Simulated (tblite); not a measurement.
# C6H13AlS2: the cost of one run

The runs use tblite 0.8.0 and PySCF 2.14.0, with density-fitted response routines of our own; the level of theory stands in each step. All values are computed, except where a source is named. Atoms are numbered from 0 throughout.

## (1) The molecule as given

22 atoms, charge 0, multiplicity 1; geometry from: force field or distance geometry start.

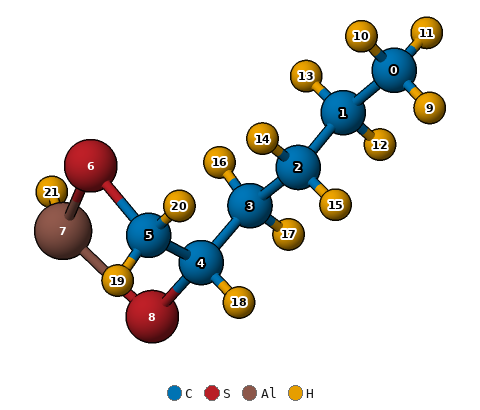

The starting geometry (carbon blue, sulfur red, aluminium brown, hydrogen amber), atoms numbered.

## (2) Relaxing the molecule with GFN2-xTB

Job settings and geometry (Å):

```
{"job": {"kind": "relax", "xc": "GFN2-xTB", "basis": "xTB"}, "charge": 0, "multiplicity": 1}
C      3.190200    -0.003400     0.856800
C      2.052700     0.191300    -0.152000
C      0.781500    -0.456400     0.345800
C     -0.265600    -0.187000    -0.751600
C     -1.607400    -0.780800    -0.387800
C     -2.232400    -0.262200     0.852900
S     -2.427400     1.544600     0.709300
Al    -3.355700     1.527100    -1.370900
S     -2.803500    -0.665900    -1.755900
H      3.348200    -1.076200     1.074700
H      2.957600     0.542200     1.795700
H      4.092400     0.454500     0.430700
H      2.366400    -0.370500    -1.059600
H      1.857300     1.250400    -0.339700
H      0.450900     0.028300     1.294900
H      0.975800    -1.524200     0.517200
H     -0.296900     0.904400    -0.905100
H      0.106200    -0.716800    -1.653500
H     -1.429300    -1.881100    -0.258800
H     -3.174600    -0.787400     1.076700
H     -1.526700    -0.411200     1.713400
H     -3.070000     2.699700    -2.434700
```

Command:

```
$ OMP_NUM_THREADS=1 python probes_run.py task.json out
```

One launch serves the whole session: the jobs run in the order shown.

**Question.** How long does this first job take on 1 thread of Arm Neoverse N1, shared host?

About 1.7 s.
